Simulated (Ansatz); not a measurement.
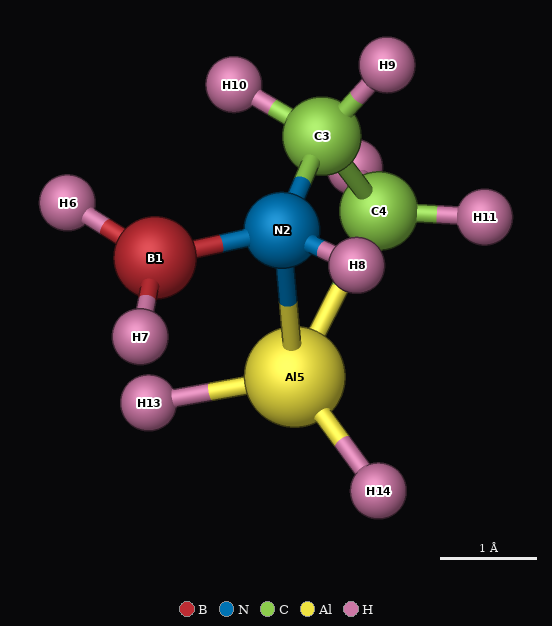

Fig. 1: The starting structure (ball-and-stick view, seen at a tilt; atoms are numbered from 1 in the order of the input). Sticks mark near contacts.

## C2H9AlBN: geometry relaxation

The run: geometry relaxation of C2H9AlBN. Method and program: RKS PBE0-D4/def2-TZVP (Ansatz 0.2.0).

The geometry: PBE-D4/def2-SVP start. Figures and captions count atoms from 1; the log counts them from 0 in places.

## What the program printed
```
Functional definition: PBE0
  name "PBE0"
  cite "Adamo & Barone, J. Chem. Phys. 110, 6158 (1999) doi:10.1063/1.478522"
  cite "Perdew, Burke & Ernzerhof, Phys. Rev. Lett. 77, 3865 (1996) doi:10.1103/PhysRevLett.77.3865"
  parent pbe
  parameter a = 0.25
  parameter kappa = 0.804
  parameter beta = 0.06672455060314922
  exchange = (1 - a)*pbe_x(kappa = kappa, mu = beta*pi^2/3) + a*exact_x
  correlation = pbe_c(beta = beta)
1359 factors; their error is unknown
mean field evaluation 1: about -10968.3767 eV, gradient 6.4e1 eV
mean field evaluation 2: about -10957.6642 eV, gradient 8.9e1 eV
mean field evaluation 4: about -10977.4288 eV, gradient 5.0e0 eV
mean field evaluation 8: about -10977.4838 eV, gradient 4.9e-2 eV
mean field evaluation 16: about -10977.4838 eV, gradient 1.4e-4 eV
mean field -10977.48377086 eV, -403.4150877732 hartree, gradient 2.0e-5 eV, S^2 0.000000; 0 other end points of the search recorded, 0 dependent functions left out
the calculation of the forces begins
reference -10977.48381087 eV, -403.4150892438 hartree; 23, 23 occupied and 192, 192 virtual orbitals, 1359 factors
relax step   1: F+E_penalty+E_count = -10977.73821336 eV  Δ(F+E_penalty+E_count) = +0.000e0 eV  max|allowed force component| = 5.980e-1 eV/Å  Δτ_max = 0.0000 Å  (28 SCF iters, accepted)
these checks for a lower state are left out or cut short: starts, cluster_reference, orbital_swaps, neighbouring_geometries, increment
1359 factors; their error is unknown
mean field -10977.53009809 eV, -403.4167902676 hartree, gradient 1.1e-5 eV, S^2 0.000000; 0 other end points of the search recorded, 0 dependent functions left out
the calculation of the forces begins
reference -10977.53013798 eV, -403.4167917337 hartree; 23, 23 occupied and 192, 192 virtual orbitals, 1359 factors
relax step   2: F+E_penalty+E_count = -10977.78561537 eV  Δ(F+E_penalty+E_count) = -4.740e-2 eV  max|allowed force component| = 1.537e-1 eV/Å  Δτ_max = 0.0273 Å  (31 SCF iters, accepted)
these checks for a lower state are left out or cut short: starts, cluster_reference, orbital_swaps, neighbouring_geometries, increment
1359 factors; their error is unknown
mean field evaluation 32: about -10977.5330 eV, gradient 1.1e-5 eV
mean field -10977.53296586 eV, -403.4168956564 hartree, gradient 1.1e-5 eV, S^2 0.000000; 0 other end points of the search recorded, 0 dependent functions left out
the calculation of the forces begins
reference -10977.53300567 eV, -403.4168971191 hartree; 23, 23 occupied and 192, 192 virtual orbitals, 1359 factors
relax step   3: F+E_penalty+E_count = -10977.78908410 eV  Δ(F+E_penalty+E_count) = -3.469e-3 eV  max|allowed force component| = 1.810e-1 eV/Å  Δτ_max = 0.0229 Å  (32 SCF iters, accepted)
these checks for a lower state are left out or cut short: starts, cluster_reference, orbital_swaps, neighbouring_geometries, increment
1359 factors; their error is unknown
mean field -10977.53484850 eV, -403.4169648418 hartree, gradient 1.1e-5 eV, S^2 0.000000; 0 other end points of the search recorded, 0 dependent functions left out
the calculation of the forces begins
reference -10977.53488831 eV, -403.4169663052 hartree; 23, 23 occupied and 192, 192 virtual orbitals, 1359 factors
relax step   4: F+E_penalty+E_count = -10977.79099026 eV  Δ(F+E_penalty+E_count) = -1.906e-3 eV  max|allowed force component| = 2.483e-2 eV/Å  Δτ_max = 0.0142 Å  (32 SCF iters, accepted)
these checks for a lower state are left out or cut short: starts, cluster_reference, orbital_swaps, neighbouring_geometries, increment
1359 factors; their error is unknown
mean field -10977.53495099 eV, -403.4169686084 hartree, gradient 1.1e-5 eV, S^2 0.000000; 0 other end points of the search recorded, 0 dependent functions left out
the calculation of the forces begins
reference -10977.53499081 eV, -403.4169700717 hartree; 23, 23 occupied and 192, 192 virtual orbitals, 1359 factors
relax step   5: F+E_penalty+E_count = -10977.79111677 eV  Δ(F+E_penalty+E_count) = -1.265e-4 eV  max|allowed force component| = 1.165e-2 eV/Å  Δτ_max = 0.0025 Å  (32 SCF iters, accepted)
these checks for a lower state are left out or cut short: starts, cluster_reference, orbital_swaps, neighbouring_geometries, increment
1359 factors; their error is unknown
mean field -10977.53496648 eV, -403.4169691776 hartree, gradient 1.1e-5 eV, S^2 0.000000; 0 other end points of the search recorded, 0 dependent functions left out
the calculation of the forces begins
reference -10977.53500630 eV, -403.4169706409 hartree; 23, 23 occupied and 192, 192 virtual orbitals, 1359 factors
relax step   6: F+E_penalty+E_count = -10977.79116373 eV  Δ(F+E_penalty+E_count) = -4.696e-5 eV  max|allowed force component| = 6.540e-3 eV/Å  Δτ_max = 0.0026 Å  (32 SCF iters, accepted)
these checks for a lower state are left out or cut short: starts, cluster_reference, orbital_swaps, neighbouring_geometries, increment
1359 factors; their error is unknown
mean field -10977.53497092 eV, -403.4169693407 hartree, gradient 1.1e-5 eV, S^2 0.000000; 0 other end points of the search recorded, 0 dependent functions left out
the calculation of the forces begins
reference -10977.53501074 eV, -403.4169708042 hartree; 23, 23 occupied and 192, 192 virtual orbitals, 1359 factors
relax step   7: F+E_penalty+E_count = -10977.79117600 eV  Δ(F+E_penalty+E_count) = -1.227e-5 eV  max|allowed force component| = 2.345e-3 eV/Å  Δτ_max = 0.0022 Å  (32 SCF iters, accepted)
1359 factors; their error is unknown
mean field evaluation 64: about -10977.5350 eV, gradient 2.0e-4 eV
```

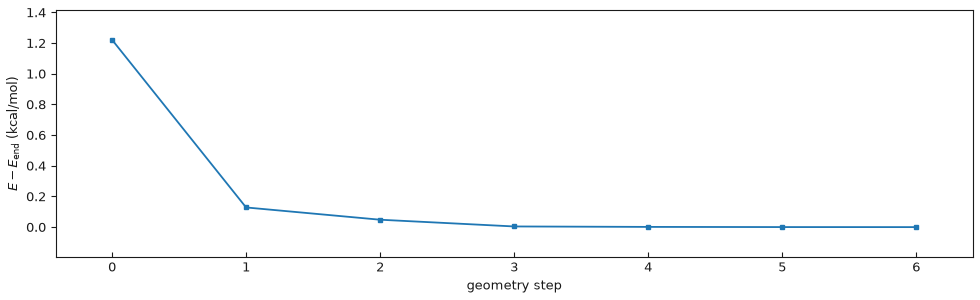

Fig. 2: Progress of the relaxation, step by step (the first geometry is step 0 here and step 1 in the log).

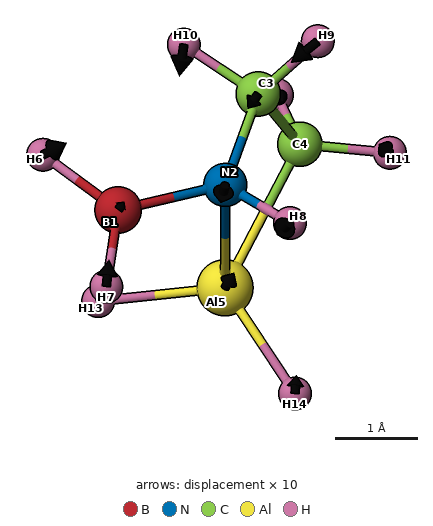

Fig. 3: The starting structure with the displacements as black arrows, magnified 10 times (ball-and-stick view, seen at a tilt). The two geometries are laid on each other by the best rigid fit. The largest move after the best rigid fit is that of H9, 0.044 Å. Largest moves by element: H 0.044 Å, N 0.035 Å, Al 0.026 Å, C 0.024 Å, B 0.013 Å. Among the contacts that change: N2–Al5 2.323 → 2.268 Å, C4–Al5 2.006 → 1.985 Å, B1–H6 1.213 → 1.193 Å, C3–H10 1.108 → 1.091 Å. Among the angles that change: B1–N2–Al5 98.1° → 100.3°. Over 6 geometry steps the energy falls by 1.22 kcal/mol. The largest force component goes from 0.6 to 0.0023 eV/Å. (Atoms are counted from 1 in the order of the input.)

```
mean field -10977.53497092 eV, -403.4169693407 hartree, gradient 1.1e-5 eV, S^2 0.000000; 1 other end points of the search recorded, 0 dependent functions left out
the calculation of the forces begins
reference -10977.53501074 eV, -403.4169708042 hartree; 23, 23 occupied and 192, 192 virtual orbitals, 1359 factors
Total energy: -10977.79121582 eV, -403.4263861674 hartree
Atom 0 at    -1.023966     0.917938     1.353557 Å, force     0.002345    -0.000600     0.001457 eV/Å
Atom 1 at    -0.266338    -0.177775     0.894870 Å, force    -0.001783     0.000082     0.001871 eV/Å
Atom 2 at     1.125802    -0.129503     0.378378 Å, force     0.001406    -0.000090    -0.000882 eV/Å
Atom 3 at     1.099633    -0.561495    -1.087442 Å, force     0.000256    -0.000272     0.001519 eV/Å
Atom 4 at    -0.834771    -0.172951    -1.300558 Å, force    -0.000588    -0.000501    -0.001425 eV/Å
Atom 5 at    -0.549338     2.009599     1.280540 Å, force    -0.000133     0.000252     0.000481 eV/Å
Atom 6 at    -2.118848     0.706998     1.779613 Å, force    -0.000355    -0.001063    -0.001276 eV/Å
Atom 7 at    -0.589529    -1.114487     1.105088 Å, force     0.000271     0.001615    -0.000745 eV/Å
Atom 8 at     1.762654    -0.738133     1.027363 Å, force    -0.000409     0.001167    -0.000774 eV/Å
Atom 9 at     1.448208     0.907761     0.478334 Å, force    -0.001204    -0.000521    -0.000512 eV/Å
Atom 10 at     1.324296    -1.625788    -1.195579 Å, force    -0.000403     0.000556     0.000234 eV/Å
Atom 11 at     1.814773    -0.004105    -1.692559 Å, force    -0.000207    -0.000853    -0.000093 eV/Å
Atom 12 at    -1.323021     1.320952    -1.569341 Å, force     0.000520    -0.000434     0.000342 eV/Å
Atom 13 at    -1.882555    -1.368112    -1.423465 Å, force     0.000283     0.000662    -0.000198 eV/Å
Dipole moment:     0.391713    -0.223924     0.341419 e Å
```

## Trajectory as extended XYZ (Å, eV, eV/Å), 7 frames, from step=1 to step=7
```
14
Properties=species:S:1:pos:R:3:forces:R:3 step=1 energy=-10977.73821
B    -1.0359    0.9229    1.3504    0.1009  -0.0436   0.0018
N    -0.2515   -0.1819    0.9260   -0.2159  -0.1925  -0.0030
C     1.1447   -0.1388    0.3897    0.1586   0.1443   0.2108
C     1.1018   -0.5584   -1.0904    0.1846  -0.1048  -0.1081
Al   -0.8515   -0.1642   -1.3185    0.1467  -0.0465   0.1349
H    -0.5653    2.0377    1.2585   -0.1838  -0.4403   0.0312
H    -2.1519    0.7012    1.7732    0.4271   0.0838  -0.1618
H    -0.5809   -1.1317    1.1403    0.2063   0.5980  -0.1467
H     1.7951   -0.7646    1.0393   -0.3514   0.2955  -0.3457
H     1.4827    0.9103    0.5013   -0.1916  -0.5096  -0.0751
H     1.3234   -1.6388   -1.2171   -0.0972   0.5232   0.0887
H     1.8253    0.0085   -1.7085   -0.3521  -0.2766   0.3373
H    -1.3437    1.3416   -1.5882    0.0503  -0.1666   0.0360
H    -1.9053   -1.3728   -1.4272    0.1175   0.1358  -0.0003
14
Properties=species:S:1:pos:R:3:forces:R:3 step=2 energy=-10977.78562
B    -1.0228    0.9215    1.3572   -0.0001  -0.0291  -0.0782
N    -0.2580   -0.1776    0.9111   -0.0535  -0.0365  -0.0178
C     1.1334   -0.1341    0.3841    0.0003   0.0432   0.0840
C     1.0966   -0.5571   -1.0867    0.0720  -0.0393  -0.0347
Al   -0.8449   -0.1717   -1.3127    0.1151  -0.0053   0.0908
H    -0.5555    2.0210    1.2644   -0.0396  -0.1251   0.0394
H    -2.1261    0.7061    1.7746    0.1255   0.0309  -0.0189
H    -0.5862   -1.1172    1.1183    0.0594   0.1537  -0.0275
H     1.7722   -0.7547    1.0283   -0.0939   0.0928  -0.1046
H     1.4652    0.9045    0.4923   -0.0544  -0.1525  -0.0273
H     1.3238   -1.6252   -1.2019   -0.0364   0.1532   0.0154
H     1.8158    0.0046   -1.6922   -0.1113  -0.0814   0.0815
H    -1.3374    1.3221   -1.5762    0.0040  -0.0151  -0.0031
H    -1.8890   -1.3713   -1.4319    0.0131   0.0105   0.0010
14
Properties=species:S:1:pos:R:3:forces:R:3 step=3 energy=-10977.78908
B    -1.0279    0.9199    1.3424    0.0660  -0.0030   0.1810
N    -0.2639   -0.1769    0.9018   -0.0082   0.0081  -0.0895
C     1.1255   -0.1308    0.3802   -0.0144  -0.0047  -0.0065
C     1.0972   -0.5599   -1.0860   -0.0160   0.0135  -0.0047
Al   -0.8357   -0.1712   -1.3069    0.0207  -0.0295   0.0220
H    -0.5483    2.0098    1.2831   -0.0204   0.0182  -0.0620
H    -2.1149    0.7062    1.7858   -0.0354   0.0061  -0.0540
H    -0.5872   -1.1122    1.1140   -0.0172  -0.0275  -0.0016
H     1.7622   -0.7427    1.0246    0.0165  -0.0132   0.0220
H     1.4510    0.9043    0.4820    0.0097   0.0305   0.0009
H     1.3219   -1.6232   -1.1967   -0.0010  -0.0236  -0.0001
H     1.8119   -0.0026   -1.6906    0.0193   0.0154  -0.0100
H    -1.3270    1.3200   -1.5767   -0.0039   0.0159   0.0051
H    -1.8778   -1.3697   -1.4281   -0.0154  -0.0063  -0.0027
14
Properties=species:S:1:pos:R:3:forces:R:3 step=4 energy=-10977.79099
B    -1.0219    0.9189    1.3552   -0.0242   0.0169  -0.0123
N    -0.2651   -0.1769    0.8990    0.0094  -0.0059  -0.0248
C     1.1252   -0.1307    0.3797    0.0070  -0.0066   0.0000
C     1.0983   -0.5594   -1.0866   -0.0089   0.0025  -0.0066
Al   -0.8352   -0.1731   -1.3044   -0.0009   0.0032   0.0162
H    -0.5497    2.0111    1.2763    0.0065   0.0029   0.0086
H    -2.1172    0.7082    1.7798   -0.0028   0.0006   0.0095
H    -0.5892   -1.1129    1.1083   -0.0087  -0.0197   0.0056
H     1.7610   -0.7432    1.0250    0.0129  -0.0053   0.0138
H     1.4509    0.9047    0.4825    0.0044   0.0164  -0.0015
H     1.3230   -1.6229   -1.1973    0.0034  -0.0145   0.0009
H     1.8131   -0.0013   -1.6908    0.0085   0.0082  -0.0055
H    -1.3268    1.3192   -1.5718   -0.0012   0.0051  -0.0035
H    -1.8793   -1.3708   -1.4260   -0.0054  -0.0037  -0.0004
14
Properties=species:S:1:pos:R:3:forces:R:3 step=5 energy=-10977.79112
B    -1.0230    0.9186    1.3534   -0.0092   0.0090   0.0029
N    -0.2652   -0.1774    0.8977   -0.0002  -0.0071  -0.0117
C     1.1260   -0.1306    0.3797    0.0054  -0.0017  -0.0009
C     1.0987   -0.5598   -1.0867    0.0020  -0.0009  -0.0074
Al   -0.8353   -0.1727   -1.3027    0.0001  -0.0005   0.0095
H    -0.5498    2.0107    1.2768    0.0021  -0.0009   0.0033
H    -2.1179    0.7077    1.7796   -0.0003   0.0006  -0.0001
H    -0.5893   -1.1138    1.1070   -0.0016  -0.0028   0.0024
H     1.7622   -0.7423    1.0262    0.0012   0.0019   0.0035
H     1.4509    0.9056    0.4817   -0.0008   0.0028  -0.0008
H     1.3235   -1.6238   -1.1970    0.0006  -0.0017   0.0006
H     1.8135   -0.0016   -1.6912    0.0015   0.0003  -0.0005
H    -1.3263    1.3200   -1.5714    0.0006   0.0015  -0.0006
H    -1.8809   -1.3697   -1.4244   -0.0014  -0.0004  -0.0002
14
Properties=species:S:1:pos:R:3:forces:R:3 step=6 energy=-10977.79116
B    -1.0238    0.9182    1.3531   -0.0002   0.0027   0.0047
N    -0.2660   -0.1777    0.8958   -0.0034  -0.0045  -0.0026
C     1.1259   -0.1301    0.3789    0.0065   0.0004  -0.0006
C     1.0994   -0.5608   -1.0872    0.0014  -0.0012  -0.0021
Al   -0.8349   -0.1727   -1.3009   -0.0011  -0.0015   0.0002
H    -0.5496    2.0101    1.2788    0.0004  -0.0006   0.0009
H    -2.1185    0.7074    1.7796   -0.0002  -0.0007  -0.0023
H    -0.5896   -1.1143    1.1057    0.0005   0.0029   0.0002
H     1.7624   -0.7401    1.0270   -0.0016   0.0027  -0.0003
H     1.4495    0.9067    0.4799   -0.0019  -0.0011  -0.0005
H     1.3242   -1.6250   -1.1964   -0.0005   0.0019   0.0006
H     1.8144   -0.0028   -1.6921   -0.0011  -0.0015   0.0012
H    -1.3245    1.3206   -1.5701    0.0009  -0.0003   0.0008
H    -1.8819   -1.3687   -1.4232    0.0003   0.0010  -0.0001
14
Properties=species:S:1:pos:R:3:forces:R:3 step=7 energy=-10977.79118
B    -1.0240    0.9179    1.3536    0.0023  -0.0006   0.0015
N    -0.2663   -0.1778    0.8949   -0.0018   0.0001   0.0019
C     1.1258   -0.1295    0.3784    0.0014  -0.0001  -0.0009
C     1.0996   -0.5615   -1.0874    0.0003  -0.0003   0.0015
Al   -0.8348   -0.1730   -1.3006   -0.0006  -0.0005  -0.0014
H    -0.5493    2.0096    1.2805   -0.0001   0.0003   0.0005
H    -2.1188    0.7070    1.7796   -0.0004  -0.0011  -0.0013
H    -0.5895   -1.1145    1.1051    0.0003   0.0016  -0.0007
H     1.7627   -0.7381    1.0274   -0.0004   0.0012  -0.0008
H     1.4482    0.9078    0.4783   -0.0012  -0.0005  -0.0005
H     1.3243   -1.6258   -1.1956   -0.0004   0.0006   0.0002
H     1.8148   -0.0041   -1.6926   -0.0002  -0.0009  -0.0001
H    -1.3230    1.3210   -1.5693    0.0005  -0.0004   0.0003
H    -1.8826   -1.3681   -1.4235    0.0003   0.0007  -0.0002
```

The run was set up as follows.

## Input file
```yaml
crystal:
  periodic: [false, false, false]
  atoms:
    - {symbol: B, position_ang: [-1.035851, 0.922931, 1.350413]}
    - {symbol: N, position_ang: [-0.251504, -0.181932, 0.926032]}
    - {symbol: C, position_ang: [1.144691, -0.138775, 0.389679]}
    - {symbol: C, position_ang: [1.101793, -0.558357, -1.090448]}
    - {symbol: Al, position_ang: [-0.851472, -0.164233, -1.318517]}
    - {symbol: H, position_ang: [-0.565334, 2.037659, 1.258503]}
    - {symbol: H, position_ang: [-2.151863, 0.701209, 1.773232]}
    - {symbol: H, position_ang: [-0.580873, -1.131731, 1.140310]}
    - {symbol: H, position_ang: [1.795074, -0.764610, 1.039324]}
    - {symbol: H, position_ang: [1.482740, 0.910295, 0.501255]}
    - {symbol: H, position_ang: [1.323394, -1.638776, -1.217073]}
    - {symbol: H, position_ang: [1.825289, 0.008458, -1.708519]}
    - {symbol: H, position_ang: [-1.343747, 1.341579, -1.588159]}
    - {symbol: H, position_ang: [-1.905337, -1.372816, -1.427232]}
basis:
  gaussian: {orbitals: def2-TZVP}
hamiltonian: {xc: pbe0, dispersion: d4}
relax: {f_tol: 0.005, max_steps: 150}
```

Run as:
```bash
ansatz run in.yaml --threads 4 --pin off --events-out ev --progress --plain --max-ram 10444MiB
```

## Results in brief

| quantity | value |
| --- | --- |
| outcome | converged |
| total energy | −10977.7912 eV |
| mean-field energy | −10977.5350 eV |
| dispersion energy | −0.2562 eV |
| SCF solution under orbital rotations | stable |
| largest force (length of the vector) at the end | 0.003 eV/Å |
| dipole moment | 2.72 D |
| hardware | 4 threads of Arm Neoverse V1, 23 GiB of memory available, shared host |
| wall time | 30 s (CPU time 1.9 min) |
| peak memory | 0.59 GiB |
